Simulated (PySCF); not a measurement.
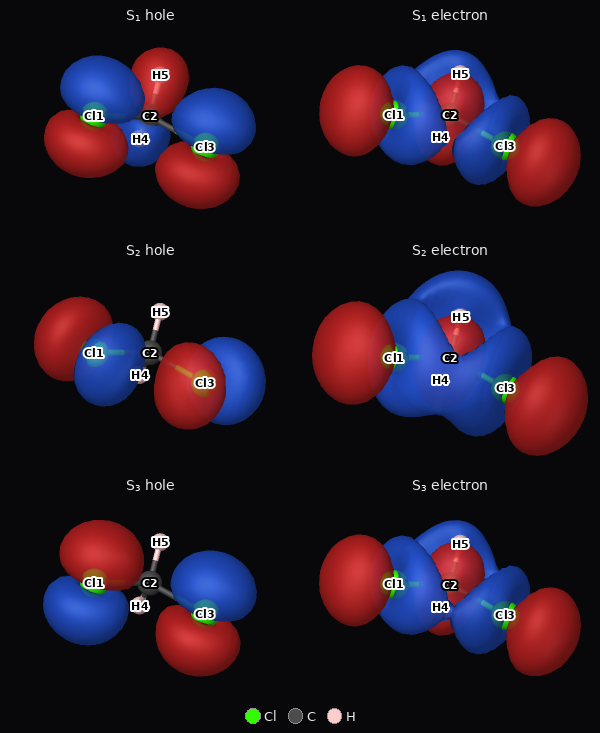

*CH2Cl2, SMILES `ClCCl`. Leading natural transition orbitals (TDA singlet states).*

Computed with PySCF, PBE0/def2-TZVP, geometry: GFN2-xTB. No frequency check shows the geometry to be a minimum. GFN2-xTB bond lengths at metals and heavier atoms can be off by up to 0.1 Å and shapes distorted, which carries into these values. Without diffuse functions Rydberg states are missing, so the states' numbers hold for this basis only.

Coordinates in Å:

```
Cl1      1.4619   -0.2195    0.0000
C2      -0.0000    0.7810    0.0000
Cl3     -1.4619   -0.2195    0.0000
H4       0.0000    1.3893    0.9030
H5      -0.0000    1.3893   -0.9030
```

**Describe these excited states.**

By state:
- S₁: 7.00 eV (177 nm), f = 0.001 (very weak), partly diffuse acceptor orbital, which a basis without diffuse functions describes poorly; the leading pair carries 98 %; hole on Cl1 and Cl3 (40 % each), C2 (10 %) and H4 and H5 (5 % each), electron on Cl1 and Cl3 (31 % each) and C2 (29 %) (atom shares of so diffuse an orbital are rough); their centroids lie 0.1 Å apart.
- S₂: 7.26 eV (171 nm), f = 0.029, partly diffuse acceptor orbital, which a basis without diffuse functions describes poorly; the leading pair carries 92 %; hole on Cl1 and Cl3 (48 % each), electron on Cl1 and Cl3 (30 % each), C2 (29 %) and H4 and H5 (5 % each) (atom shares of so diffuse an orbital are rough); their centroids lie 0.3 Å apart.
- S₃: 7.57 eV (164 nm), f = 0.000 (dark), partly diffuse acceptor orbital, which a basis without diffuse functions describes poorly; the leading pair carries 86 %; hole on Cl1 and Cl3 (46 % each), electron on Cl1 and Cl3 (31 % each) and C2 (30 %) (atom shares of so diffuse an orbital are rough); their centroids lie 0.3 Å apart.

The PySCF run took 72 s on 1 thread of Intel(R) Xeon(R) Platinum 8259CL CPU @ 2.50GHz (Skylake/Cascade Lake), on a shared host, peak memory 0.57 GiB.
